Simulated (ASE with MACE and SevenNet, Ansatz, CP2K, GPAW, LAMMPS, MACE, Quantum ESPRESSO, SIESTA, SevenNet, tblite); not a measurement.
## Machine-learned potentials on amorphous 43Bi2O3-57BaO (mol %) (99 atoms): settings against a plane-wave reference

Wanted: machine-learned potentials inputs and outputs for amorphous 43Bi2O3-57BaO (mol %) (99 atoms), checked against a plane-wave reference.

Method: the method is named at each step, in ASE with MACE and SevenNet.

### Step 1. Starting point

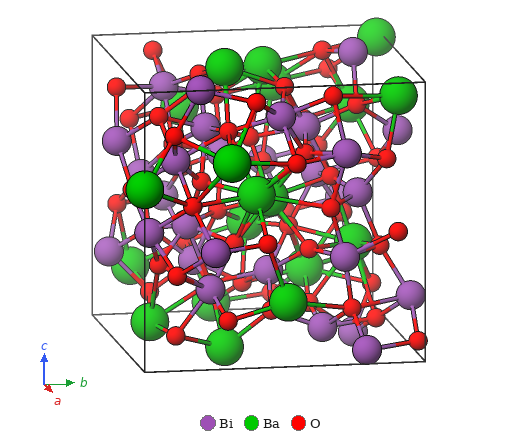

Start, viewed slightly off an axis; bismuth purple, barium green, oxygen red. Some periodic images of atoms are drawn too.

The cell holds 99 atoms: 26 Bi, 17 Ba and 56 O. Cell: a = 11.487 Å, b = 11.487 Å, c = 11.487 Å, α = 90.0°, β = 90.0°, γ = 90.0°. 99 atoms (26 Gd, 17 Ba, 56 O) placed at random at 8.51 g/cm³, melted at 5000 K for 10 ps at fixed volume with the Morse and Coulomb pair potential with partial charges (Pedone, Malavasi, Menziani, Cormack and Segre, J. Phys. Chem. B 110, 11780 (2006)). Quenched from 5000 K to 300 K at 50 K/ps and fixed volume, held 5 ps, then minimised at fixed cell. Then Gd was replaced by Bi and the cell scaled by 1.02 (the potential has no terms for the new elements, so the cell is a start for a DFT relaxation).

The yardstick, on the same geometry:

- method: Kohn-Sham DFT, PBE, SSSP efficiency 1.3.0 pseudopotentials, plane waves (Quantum ESPRESSO 7.5); sssp-pbe-1.3.0-efficiency, cutoffs 60/480 Ry, Γ point
- r.m.s. force component: 0.6952 eV/Å
- longest force: 2.42 eV/Å
- pressure: 21.23 GPa
- gap (highest filled to lowest empty level): 1.235 eV
- time: 9.3 min on 4 MPI ranks of Arm Neoverse V2, shared host
- CPU time: 37 min

### Step 2. MACE MP-0b2 small potential

Method: machine-learned interatomic potential MACE MP-0b2 small, trained on PBE(+U) plane-wave data.

File run.py:

```python
import numpy as np
from ase.io import read
import mlip  # loads the published weights by name

atoms = read("structure.xyz")
atoms.calc = mlip.calc("mace-mp-0b2-small")
energy = atoms.get_potential_energy()
forces = atoms.get_forces()
print(f"energy {energy:.6f} eV")
print("forces (eV/A)")
for i, (a, f) in enumerate(zip(atoms, forces)):
    print(f"{i:4d} {a.symbol:2s} {f[0]:10.5f} {f[1]:10.5f} {f[2]:10.5f}")
stress = -atoms.get_stress(voigt=False) * 160.21766
print("stress (GPa, compression positive)")
for row in stress:
    print(" ".join(f"{x:10.4f}" for x in row))
```

File structure.xyz:

```xyz
99
Lattice="11.48663 0.00000 0.00000 0.00000 11.48663 0.00000 0.00000 0.00000 11.48663" Properties=species:S:1:pos:R:3 pbc="T T T"
Bi 0.14025 6.94551 6.14420
Bi 8.95153 6.06161 9.76938
Bi 0.77075 9.99314 4.62142
Bi 5.93020 3.51939 8.79474
Bi 3.68020 3.43129 2.87924
Bi 3.54615 8.49207 6.26240
Bi 2.96458 2.36831 9.91939
Bi 8.32091 3.28472 2.63159
Bi 10.04219 8.54387 8.37835
Bi 5.44960 11.47675 8.27037
Bi 8.58591 11.42690 2.13468
Bi 10.18853 2.53177 11.23243
Bi 11.45837 2.91565 4.78074
Bi 8.65093 0.71596 5.12396
Bi 11.15168 9.16243 0.50093
Bi 8.30449 1.86106 7.97321
Bi 2.90646 0.14140 3.20075
Bi 7.66687 7.98516 0.77317
Bi 7.77025 9.41352 6.27480
Bi 5.97489 2.74186 4.83955
Bi 9.44821 8.57925 4.00022
Bi 4.95866 9.74193 11.44803
Bi 3.28460 4.66989 7.17662
Bi 5.91963 7.63114 8.67424
Bi 5.89884 6.10193 2.82893
Bi 2.86993 1.44490 6.32684
Ba 5.60226 1.31361 0.81325
Ba 7.07450 4.09303 11.47411
Ba 11.25575 0.04962 7.45574
Ba 2.39841 10.11283 8.79853
Ba 5.53621 9.64739 3.76095
Ba 8.48265 10.94641 10.33555
Ba 6.30386 6.07413 5.89046
Ba 1.40160 7.10724 9.60443
Ba 10.38908 6.08435 2.42058
Ba 2.80549 8.15861 2.20635
Ba 0.42615 1.47442 2.05358
Ba 2.10711 5.88081 4.05386
Ba 1.30959 4.61751 0.61408
Ba 1.70186 11.31249 11.33443
Ba 0.02573 3.57223 8.45301
Ba 4.09487 6.21565 10.85624
Ba 8.92385 5.05308 6.56162
O 5.78834 8.66827 6.57690
O 10.38196 11.39393 0.63406
O 7.97884 7.22417 8.01261
O 9.46326 8.86102 1.88840
O 8.24993 1.87910 0.76122
O 3.01604 1.78215 1.51095
O 10.32223 3.62920 1.73046
O 1.26387 0.77845 4.79774
O 9.34506 8.11864 10.60388
O 0.92674 2.30743 10.97134
O 5.46867 7.84043 1.33153
O 4.21778 2.51810 7.79023
O 9.87747 2.27114 6.39334
[... 39 atom lines left out ...]
O 5.84853 3.72615 2.37854
O 1.61514 3.39395 6.30903
O 7.11562 1.38288 3.46816
O 2.34948 4.60671 9.34380
```

The run is started by

```bash
$ OMP_NUM_THREADS=1 python run.py > output.txt
```

The log of the run:

```text
energy -543.992129 eV
forces (eV/A)
   0 Bi   -0.18200    0.75275    0.18088
   1 Bi    0.12538   -0.41994    0.31049
   2 Bi   -0.19953   -0.16839    0.14977
   3 Bi   -0.58289    0.10768   -1.57919
   4 Bi    0.28154   -0.08530   -0.28205
   5 Bi   -0.21285   -0.48200   -0.10793
   6 Bi    0.39997    0.25903   -0.41067
   7 Bi    0.37003   -0.12930    1.59531
   8 Bi   -0.02349    0.27534    0.04673
   9 Bi    0.41262   -0.24989   -0.00243
  10 Bi    0.44798    0.02534   -0.77114
  11 Bi   -0.54441    0.49811   -0.30148
  12 Bi    0.45371    1.02286    0.98911
  13 Bi    0.73638    0.13852   -0.46267
  14 Bi   -0.71841   -0.47598    0.70674
  15 Bi   -0.31443    0.18240   -0.03689
  16 Bi    0.58172    0.14694   -0.09348
  17 Bi   -0.17842   -0.98974   -0.24879
  18 Bi   -0.02519    0.50321    1.28799
  19 Bi    0.27597    0.48959    0.78722
  20 Bi   -0.96623    0.53689    0.14603
  21 Bi   -0.81378   -0.74262   -0.46155
  22 Bi   -0.15043    0.36307   -0.47826
  23 Bi    0.44191    0.71686    0.78740
[...]
91 O    -0.58955    0.64208   -0.60245
  92 O     0.74012   -0.71055   -0.64080
  93 O     0.85241   -0.59589   -0.29689
  94 O    -0.97383    0.28162    0.34894
  95 O     0.61128   -0.77427   -0.58007
  96 O    -0.66689    0.29687    0.02636
  97 O     0.37638   -0.87681   -1.09890
  98 O    -0.58347    0.41758    0.52611
stress (GPa, compression positive)
   23.4422    -0.1753    -0.7914
   -0.1753    18.4675     0.4007
   -0.7914     0.4007    23.2718
```

Elapsed: 6 s, on 1 thread of Arm Neoverse V2, shared host; peak memory 0.64 GiB.

Banners, paths, timers and routine set-up lines are dropped from the logs unmarked, and long logs keep their key lines alone; longer cuts are marked.

Compared with the plane-wave run:

- r.m.s. force component: 0.6336 eV/Å
- r.m.s. difference of force components: 190.6 meV/Å
- longest difference of force vectors: 684.6 meV/Å
- force difference over r.m.s. force: 27.41 %
- slope of forces against the reference's: 0.8777
- correlation of force components: 0.9631
- pressure: 21.73 GPa
- pressure difference: 0.4979 GPa

Length of the force difference by element (eV/Å):

```tsv
element	atoms	mean	most
Ba	17	0.29	0.59
Bi	26	0.30	0.68
O	56	0.30	0.65
```

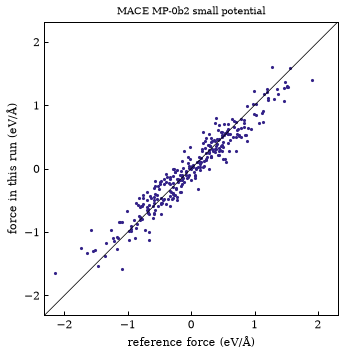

Force components against those of the reference; the line marks equality.

Local excerpt of 9 atoms (numbers count through the whole input) about Ba33, which bears the longest force; x, y, z are measured from there.

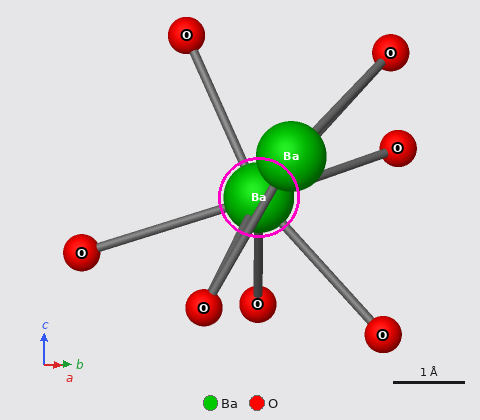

The atoms of the table, within 2.9 Å (arrows a, b, c point along x, y, z); some may hide others; the central atom is ringed.

```tsv
atom	x	y	z	distance (Å)	bonds	Fx	Fy	Fz (eV/Å)
Ba33	0.00	0.00	0.00	0.00	8	-1.64	0.28	-0.96
O68	-1.11	-0.59	2.27	2.60	5	-0.05	0.80	-0.01
O81	1.19	1.40	-1.91	2.65	4	-0.72	0.11	0.02
O84	1.37	-1.68	-1.53	2.66	4	-0.32	0.54	1.27
O59	-1.89	1.13	-1.59	2.71	6	-0.04	0.56	0.54
O44	-0.52	2.59	0.69	2.73	5	-1.13	-0.27	-0.17
O62	-1.97	-1.75	-0.86	2.77	5	-0.12	0.62	0.30
Ba43	2.62	-1.02	0.67	2.89	8	1.07	-0.85	-0.54
O46	1.67	1.15	2.12	2.94	5	0.63	0.30	-1.18
```

Atoms are counted from 1 here, from 0 in the log.

Forces lie 27 % from the reference's, at 0.0025 times its CPU time (on 1 against 4 cores).

### Step 3. MACE MP-0b3 medium potential

Method: machine-learned interatomic potential MACE MP-0b3 medium, trained on PBE(+U) plane-wave data.

Changes to run.py since step 2:

```diff
@@ -5,3 +5,3 @@
 atoms = read("structure.xyz")
-atoms.calc = mlip.calc("mace-mp-0b2-small")
+atoms.calc = mlip.calc("mace-mp-0b3-medium")
 energy = atoms.get_potential_energy()
```

structure.xyz is that of step 2.

The log of the run:

```text
energy -543.800098 eV
forces (eV/A)
   0 Bi   -0.27695    1.07216    0.45898
   1 Bi   -0.01031   -0.18011    0.22991
   2 Bi   -0.42036   -0.38147    0.16909
   3 Bi   -0.88895    0.21620   -1.36493
   4 Bi    0.12153   -0.25381   -0.18711
   5 Bi   -0.23653   -0.23876   -0.05053
   6 Bi    0.42581    0.42340   -0.38613
   7 Bi    0.27632   -0.38258    1.16424
   8 Bi   -0.04877    0.43031    0.08176
   9 Bi    0.49096   -0.24301   -0.04232
  10 Bi    0.62749   -0.00834   -0.77710
  11 Bi   -0.63200    0.55507   -0.42215
  12 Bi    0.55247    0.88120    0.88741
  13 Bi    0.74853   -0.23090   -0.42233
  14 Bi   -0.70506   -0.81003    0.50737
  15 Bi   -0.10425   -0.04570   -0.15866
  16 Bi    0.65612    0.49591    0.02391
  17 Bi   -0.11307   -0.99327   -0.48482
  18 Bi    0.26429    0.74369    1.00324
  19 Bi   -0.04903    0.40767    0.62872
  20 Bi   -0.86993    0.69755    0.35087
  21 Bi   -0.82693   -0.69640   -0.57436
  22 Bi   -0.06546    0.23523   -0.30380
  23 Bi    0.60343    0.71582    0.64535
[...]
91 O    -0.46281    0.62427   -0.62679
  92 O     0.63510   -0.72407   -0.68805
  93 O     0.95271   -0.68126   -0.34092
  94 O    -1.38907    0.51718    0.35776
  95 O     0.60960   -0.68892   -0.75159
  96 O    -0.80792    0.18128    0.03717
  97 O     0.49607   -0.86327   -1.13383
  98 O    -0.53497    0.33675    0.45577
stress (GPa, compression positive)
   22.4706    -0.1968    -0.6643
   -0.1968    17.3602     0.4712
   -0.6643     0.4712    21.8359
```

Run time: 7.8 s. Hardware: 1 thread; peak memory 1 GiB.

Numbers from this run, and their distance from the reference:

```
r.m.s. force component                  : 0.6361 eV/Å
r.m.s. difference of force components   : 168.2 meV/Å
longest difference of force vectors     : 717.2 meV/Å
force difference over r.m.s. force      : 24.19 %
slope of forces against the reference's : 0.8893
correlation of force components         : 0.972
pressure                                : 20.56 GPa
pressure difference                     : -0.6737 GPa
```

Against the first run (27 %), the force difference from the reference is 24 %, at 1.3 times the CPU time.

### Step 4. SevenNet 0 potential

Method: machine-learned interatomic potential SevenNet 0, trained on PBE(+U) plane-wave data.

Changes to run.py since step 3:

```diff
@@ -5,3 +5,3 @@
 atoms = read("structure.xyz")
-atoms.calc = mlip.calc("mace-mp-0b3-medium")
+atoms.calc = mlip.calc("7net-0")
 energy = atoms.get_potential_energy()
```

structure.xyz is that of step 3.

The log of the run:

```text
energy -544.589050 eV
forces (eV/A)
   0 Bi   -0.11391    0.52558    0.12342
   1 Bi   -0.12244   -0.53576    0.06060
   2 Bi   -0.80383   -0.12938   -0.12520
   3 Bi   -0.38646    0.55724   -0.80004
   4 Bi    0.10413   -0.16390   -0.39332
   5 Bi   -0.00627   -0.33660    0.09868
   6 Bi    0.21241    0.12450   -0.05696
   7 Bi    0.10003   -0.47691    0.70381
   8 Bi    0.24863    0.37178    0.47260
   9 Bi    0.46402   -0.43617    0.04734
  10 Bi    0.52420    0.01847   -1.18919
  11 Bi   -0.21525    0.58905   -0.22344
  12 Bi    0.58819    0.89087    0.58935
  13 Bi    0.63797   -0.02869   -0.00300
  14 Bi   -0.26751   -0.13714    0.45885
  15 Bi   -0.06277    0.09416   -0.22194
  16 Bi    0.21612    0.90657   -0.23821
  17 Bi   -0.11792   -1.22583   -0.55808
  18 Bi    0.17083    1.05556    1.25717
  19 Bi    0.34886    0.39797    0.32063
  20 Bi   -0.86212    0.54105   -0.08866
  21 Bi   -0.65252   -0.60063   -0.68473
  22 Bi   -0.12055    0.39609   -0.41241
  23 Bi    0.39259    0.41506    0.63651
[...]
91 O    -0.16532    0.69372   -0.55245
  92 O     1.04088   -0.36733   -0.71741
  93 O     0.92658   -0.61967   -0.31536
  94 O    -1.72673    0.52933    0.40669
  95 O     0.70884   -0.62569   -0.72585
  96 O    -0.95691    0.40173    0.10243
  97 O     0.42550   -0.91134   -1.24453
  98 O    -0.47267    0.19332    0.23901
stress (GPa, compression positive)
   21.8140    -0.4695    -0.8151
   -0.4695    16.2841     0.4087
   -0.8151     0.4087    20.8776
```

Elapsed: 7.9 s, on 1 thread; peak memory 0.9 GiB.

Against the reference:

* r.m.s. force component: 0.6599 eV/Å
* r.m.s. difference of force components: 188.1 meV/Å
* longest difference of force vectors: 700.5 meV/Å
* force difference over r.m.s. force: 27.05 %
* slope of forces against the reference's: 0.9139
* correlation of force components: 0.9628
* pressure: 19.66 GPa
* pressure difference: -1.571 GPa

Against the first run (27 %), the force difference from the reference is 27 %, at 1.2 times the CPU time.

### Step 5. All runs compared

Differences are against the plane-wave reference, forces as r.m.s. over components; share is that over the reference's r.m.s. force, slope the least-squares factor from reference forces to these. Total energies of different programs have different zeros and aren't compared.

```tsv
run	Δ force, r.m.s. (meV/Å)	share (%)	slope	Δ pressure (GPa)	cores	CPU time	memory (GiB)
reference	-	-	-	-	4	37 min	5.4
MACE MP-0b2 small potential	191	27.4	0.878	0.498	1	5.5 s	0.64
MACE MP-0b3 medium potential	168	24.2	0.889	-0.674	1	7.2 s	1.0
SevenNet 0 potential	188	27.1	0.914	-1.57	1	6.8 s	0.9
```

Times of the machine-learned potentials are mostly Python's start and the loading of weights.

CPU time is summed over cores on a shared host, where runs went side by side, so it is rough. Symmetry, cutoffs, thresholds, outputs and thread counts weren't matched or tuned between programs; memory under MPI is the largest rank's times the ranks.

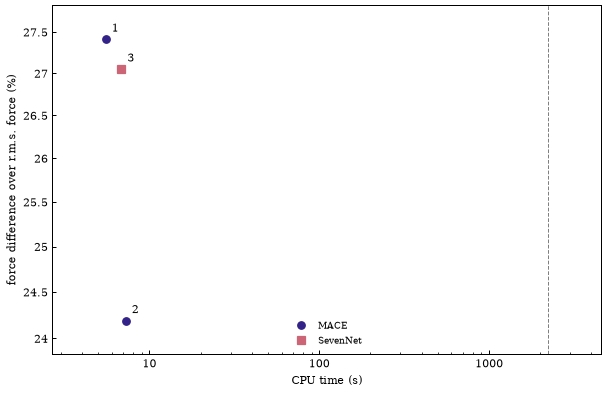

Force difference against CPU time; the dashed line marks the reference's time. Points: 1 MACE MP-0b2 small potential; 2 MACE MP-0b3 medium potential; 3 SevenNet 0 potential.

### Step 6. Results

* nearest in forces: MACE MP-0b3 medium potential, 24 %
* its CPU time: 7.2 s

What this shows: Machine-learned potentials differ by 24 % (MACE MP-0b3 medium potential) to 27 % (MACE MP-0b2 small potential); they were trained on other programs' data. The reference's pressure holds the uncorrected Pulay stress of its 60 Ry basis, so small pressure differences, and their order, may be the reference's own error. Machine-learned potentials mimic data converged in k, so the reference's own k-point error enters their differences. The quench rate of 50 K/ps is many orders above laboratory rates, so the cell is likely richer in defects and strain than a real sample. The network of bonds at the start is that of the classical potential that made the cell, and needn't be the one that DFT or experiment would give. The reference's stress is far from hydrostatic: its diagonal is 23.5, 17.7, 22.5 GPa, compression counted positive. The reference's pressure of 21 GPa belongs to a cell and atoms that aren't relaxed at this level. The electronic-structure runs sample only Γ, in a cell whose shortest periodic width is 11 Å. Spin–orbit coupling is left out, which matters for the levels of the heavy elements.

[Also dropped from logs without a mark: logging warnings of Python, and SIESTA's first energy breakdown and zero terms.]

[Logs are printed without paths, hosts, clocks, repeated set-up lines and the standing remarks that a program may print on its own settings, such as how far it seeks lower states.]

[Hosts, paths, dates, database ids (printed as entryN), source tags and the programs' standing remarks are cut or masked in the printed files.]
